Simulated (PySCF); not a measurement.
H8O3Si4 (SMILES [SiH3][SiH]1O[SiH2]O[SiH2]O1)

The calculation's input:

```
{"job": {"kind": "nmr", "xc": "PBE0", "basis": "pcSseg-1"}, "charge": 0, "multiplicity": 1}
O      0.769416     0.345432    -1.209016
Si     2.166264     0.443954    -0.312071
O      1.957570    -0.503231     1.038799
Si     0.688965    -1.430577     1.581087
O     -0.542798    -1.287437     0.472612
Si    -0.702156    -0.391067    -0.926977
Si    -2.332303     1.254334    -0.592053
H      3.303136    -0.074787    -1.114993
H      2.391955     1.852002     0.105544
H      1.111932    -2.852060     1.666777
H      0.233141    -0.917854     2.898963
H     -0.999350    -1.314436    -2.057733
H     -3.651981     0.624646    -0.277949
H     -1.921887     2.122025     0.555478
H     -2.482895     2.103964    -1.813575
```

Run with:

```sh
OMP_NUM_THREADS=1 python cluster_run.py task.json out
```

Geometry: PBE0-D3(BJ)/def2-SVP.

The calculation used PySCF 2.14.0, PBE0/pcSseg-1, SCF density, gas phase, non-relativistic.

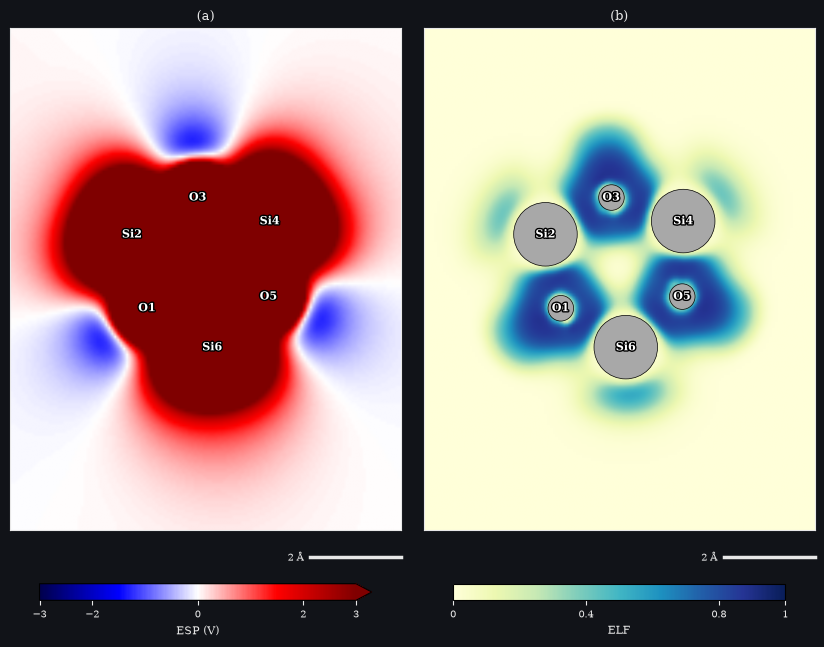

Figure 1. (a) electrostatic potential; (b) electron localisation function on the plane of atoms O3, Si4 and O5. Grey discs cover the atomic cores in the ELF map.

Question: What does the map show?

Answer:
- Atoms in the plane: O and Si.
- Si–O (1.66 Å): the ELF peaks at about 0.85 between the atoms, as expected for a shared but strongly polarised pair.
- The ELF also peaks beside O1, O5 and O3, away from the bonds: lone-pair regions.
- Outside the dense part of the molecule the potential is most negative (−1.3 V) near O3.

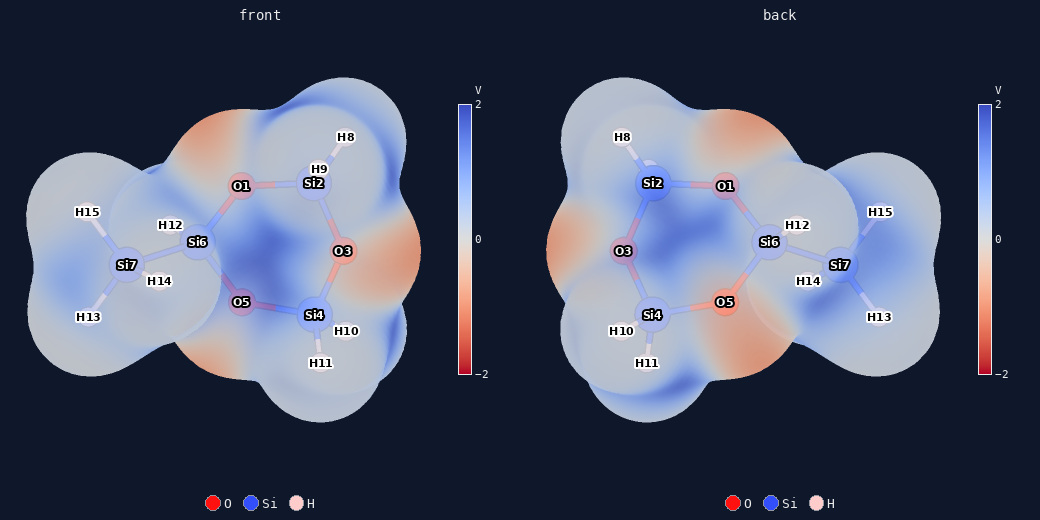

Figure 2. The molecular electrostatic potential painted on the density surface at 0.002 e/bohr³, seen from the front and from behind; the colour scale runs from red (negative) to blue (positive).

Question: Describe the electrostatic potential map.

Answer: The most negative region (about −0.9 V) lies over O1, O3 and O5, the most positive (about +1.6 V) over Si2, Si4 and Si6.

Question: How polar is the molecule by this calculation?

Answer: Its dipole moment is 0.05 D.
